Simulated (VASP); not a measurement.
Band structure of TlBr (space group Fm-3m). Method: PBEsol GGA, VASP's PBE PAW potentials (set 64) (plane waves; VASP 6.6.1).

Unless said otherwise, spin-orbit coupling is left out, though it shifts the bands of the heavy elements here.

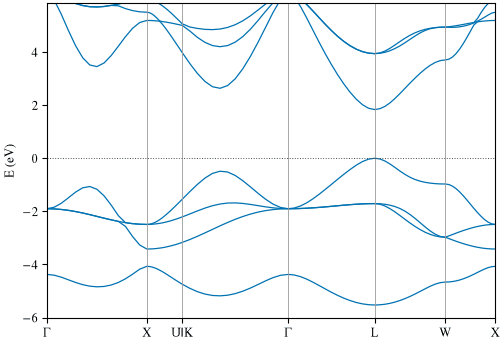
Fig. 1. Bands along high-symmetry lines, zero at the valence-band maximum or, without a gap, the Fermi level

Read the plot: is there a gap, and where are the band edges?

The gap is direct, 1.83 eV, from the valence maximum at L to the conduction minimum at L. (Edges off the drawn lines would not show.)

The structure comes from a computed database's TlBr entry (Fm-3m); how it stands against other phases isn't given here. It was relaxed first, which changed the volume by -6 %.
